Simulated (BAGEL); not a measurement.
# HS− (hydrosulfide) at RI-MP2/aug-cc-pVTZ (density fitting with qzvpp-jkfit)

Aim: the energy change on altering one bond length of HS− (hydrosulfide) at RI-MP2/aug-cc-pVTZ (density fitting with qzvpp-jkfit), from 2 runs. 

The results are computed with BAGEL 1.2.2.

1 further run of the same task is left out (set aside as unsound or not needed). Runs told in other sessions of the task aren't counted.

## 1. The structure to begin with

HS− has 2 atoms, charge -1, and is taken as a singlet. As SMILES, `[SH-]`. Geometry: relaxed at PBE0-D4/def2-TZVPD.

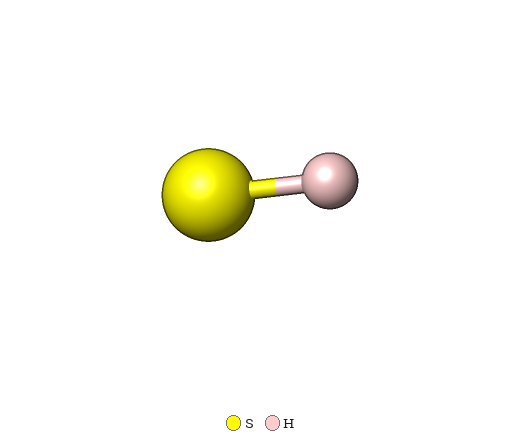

Viewed from a chosen angle; sulfur yellow, hydrogen pink.

## 2. The energy at RI-MP2/aug-cc-pVTZ (density fitting with qzvpp-jkfit)

Contents of input.json:

```json
{ "bagel" : [

{
  "title" : "molecule",
  "basis" : "aug-cc-pvtz.json",
  "df_basis" : "qzvpp-jkfit",
  "angstrom" : "true",
  "geometry" : [
    { "atom" : "S", "xyz" : [    0.574700,   -0.187900,    0.295500 ] },
    { "atom" : "H", "xyz" : [   -0.574700,    0.187900,   -0.295500 ] }
  ]
},
{ "title" : "hf", "charge" : -1 },
{ "title" : "mp2", "charge" : -1, "ncore" : 5 }

]}
```

The basis set aug-cc-pVTZ is read from a file made from the Basis Set Exchange's data (not shown).

Started as:

```bash
$ BAGEL_NUM_THREADS=1 BAGEL input.json > input.out
```

Standard output:

```text
* using 1 threads per process

  ===============================================================
  ===============================================================

  *** Geometry ***

  { "atom" : "S", "xyz" : [      1.086026,     -0.355080,      0.558414 ] },
  { "atom" : "H", "xyz" : [     -1.086026,      0.355080,     -0.558414 ] },

  Number of auxiliary basis functions:      146

  Since a DF basis is specified, we compute 2- and 3-index integrals:
    o Being stored without compression. Storage requirement is 0.006 GB

  Number of basis functions:       73
  Number of electrons      :       17

    * METHOD: MOLECULE                             0.02

  *** RHF ***

  === Nuclear Repulsion ===
     6.2905225436

      * DIIS with orbital gradients will be used.

  === RHF iteration (aug-cc-pvtz.json) ===
      0       -398.01326932          0.02378643           0.00
      1       -398.12468974          0.00956741           0.00
      2       -398.14491107          0.00137415           0.00
      3       -398.14544059          0.00052835           0.00
      4       -398.14552177          0.00008662           0.00
      5       -398.14552527          0.00002359           0.00
      6       -398.14552550          0.00000449           0.00
      7       -398.14552551          0.00000147           0.00
      8       -398.14552551          0.00000015           0.00
      9       -398.14552551          0.00000006           0.00
     10       -398.14552551          0.00000001           0.00
     11       -398.14552551          0.00000000           0.00
    * SCF iteration converged.

    * Permanent dipole moment:
           (    0.224815,    -0.073504,     0.115596) a.u.

    * METHOD: HF                                   0.07

  *** RHF ***

  === Nuclear Repulsion ===
     6.2905225436

      * DIIS with orbital gradients will be used.

  === RHF iteration (aug-cc-pvtz.json) ===
      0       -398.14552551          0.00000000           0.00
    * SCF iteration converged.

    * Permanent dipole moment:
           (    0.224815,    -0.073504,     0.115596) a.u.

  === DF-MP2 calculation ===

    * freezing 5 orbitals
    * 3-index integral transformation done
    * assembly done

      MP2 correlation energy:   -0.1998382852      0.00

      MP2 total energy:       -398.3453637977

    * METHOD: MP2                                  0.01

  ===============================================================
```

It took 0.24 s on 1 thread of Intel Xeon 6975P-C (Granite Rapids), shared host.

## 3. The distorted shape at the same level

Contents of calc.json:

```json
{ "bagel": [

{
  "title": "molecule",
  "basis": "aug-cc-pvtz.json",
  "df_basis": "qzvpp-jkfit",
  "angstrom": true,
  "geometry": [
    { "atom": "S", "xyz": [       0.919557,      -0.300652,       0.472819 ] },
    { "atom": "H", "xyz": [      -0.574700,       0.187900,      -0.295500 ] }
  ]
},

{
  "title": "hf",
  "charge": -1
},

{
  "title": "mp2",
  "charge": -1,
  "ncore": 5
}

]}
```

The basis set aug-cc-pVTZ is read from a file made from the Basis Set Exchange's data (not shown).

Started as:

```bash
$ BAGEL_NUM_THREADS=1 BAGEL calc.json > calc.out
```

Standard output:

```text
* using 1 threads per process

  ===============================================================
  ===============================================================

  *** Geometry ***

  { "atom" : "S", "xyz" : [      1.737711,     -0.568150,      0.893498 ] },
  { "atom" : "H", "xyz" : [     -1.086026,      0.355080,     -0.558414 ] },

  Number of auxiliary basis functions:      146

  Since a DF basis is specified, we compute 2- and 3-index integrals:
    o Being stored without compression. Storage requirement is 0.006 GB

  Number of basis functions:       73
  Number of electrons      :       17

    * METHOD: MOLECULE                             0.02

  *** RHF ***

  === Nuclear Repulsion ===
     4.8387437828

      * DIIS with orbital gradients will be used.

  === RHF iteration (aug-cc-pvtz.json) ===
      0       -397.97270186          0.02114167           0.00
      1       -398.06822977          0.01036107           0.00
      2       -398.09907157          0.00183744           0.00
      3       -398.10014153          0.00073337           0.00
      4       -398.10038682          0.00012094           0.00
      5       -398.10039887          0.00003810           0.00
      6       -398.10039986          0.00000642           0.00
      7       -398.10039988          0.00000203           0.00
      8       -398.10039988          0.00000048           0.00
      9       -398.10039988          0.00000019           0.00
     10       -398.10039988          0.00000002           0.00
     11       -398.10039988          0.00000001           0.00
    * SCF iteration converged.

    * Permanent dipole moment:
           (   -0.069326,     0.022666,    -0.035646) a.u.

    * METHOD: HF                                   0.07

  *** RHF ***

  === Nuclear Repulsion ===
     4.8387437828

      * DIIS with orbital gradients will be used.

  === RHF iteration (aug-cc-pvtz.json) ===
      0       -398.10039988          0.00000000           0.00
    * SCF iteration converged.

    * Permanent dipole moment:
           (   -0.069326,     0.022666,    -0.035646) a.u.

  === DF-MP2 calculation ===

    * freezing 5 orbitals
    * 3-index integral transformation done
    * assembly done

      MP2 correlation energy:   -0.2023650284      0.00

      MP2 total energy:       -398.3027649118

    * METHOD: MP2                                  0.01

  ===============================================================
```

It took 0.24 s on 1 thread of Intel Xeon 6975P-C (Granite Rapids), shared host.

## 4. Results

Level: RI-MP2/aug-cc-pVTZ (density fitting with qzvpp-jkfit), 5 core orbitals frozen.

| quantity | value |
| --- | --- |
| first shape: total energy | -398.34536 Eh |
| first shape: correlation energy (5 core orbitals frozen) | -199.8 mEh |
| distorted shape: total energy | -398.30276 Eh |
| distorted shape: correlation energy (5 core orbitals frozen) | -202.4 mEh |
| energy change with the S1–H2 bond stretched from 1.346 to 1.750 Å | 1.159 eV |

**Reading.** With the S1–H2 bond stretched from 1.346 to 1.750 Å the energy rises by 1.16 eV (112 kJ/mol). The first shape isn't relaxed at this level, so the change isn't measured from a minimum.
